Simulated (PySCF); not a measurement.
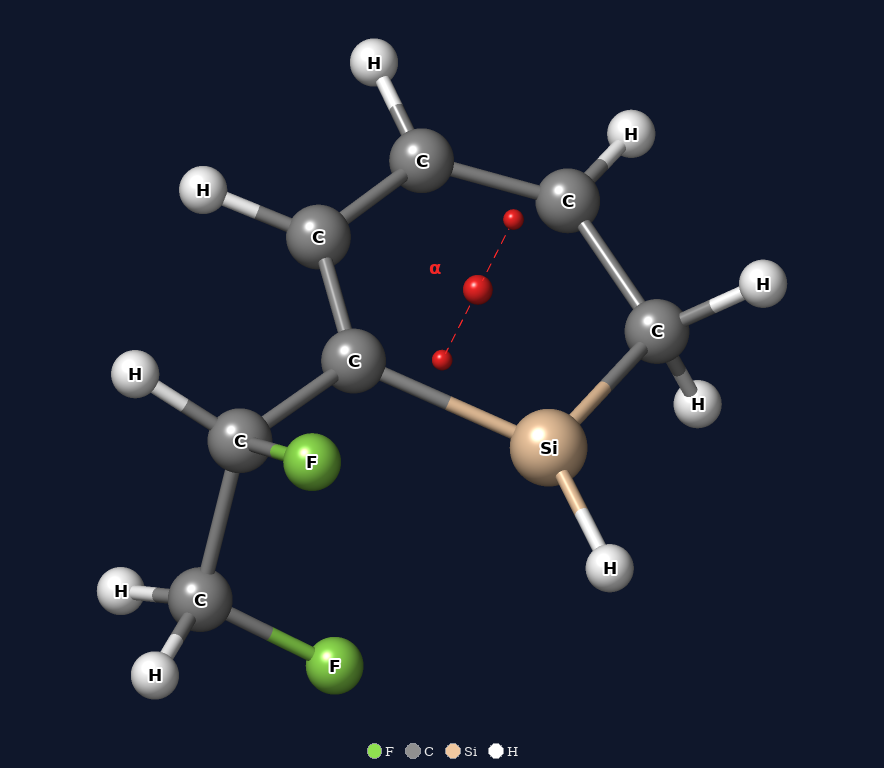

The small points mark where nucleus-independent chemical shifts (NICS) were computed: at the centre of each lettered ring and 1 Å above and below it. The species has charge +1 and is a spin singlet. The geometry was computed by an optimisation with GFN2-xTB. No frequency run is at hand to confirm it as a minimum. Method: GIAO PBE0/pcSseg-1 NMR shielding, non-relativistic, gas phase (PySCF 2.14.0).

Give NICS(0), NICS(1) and the out-of-plane component NICS(1)zz for each ring (means of the two sides).

```
ring  members  NICS(0)  NICS(1)  NICS(1)zz
   α     C5Si      1.2     −2.4       −3.0
```

Values in ppm.

Question: What do the values say about the ring currents?

Answer: Ring α: weak, as in a non-aromatic ring. NICS is one index among several.

The geometry is semi-empirical. Around Si such bond lengths and angles can be off by a tenth of an ångström or more and by several degrees, and values that hang on the shape move with them.
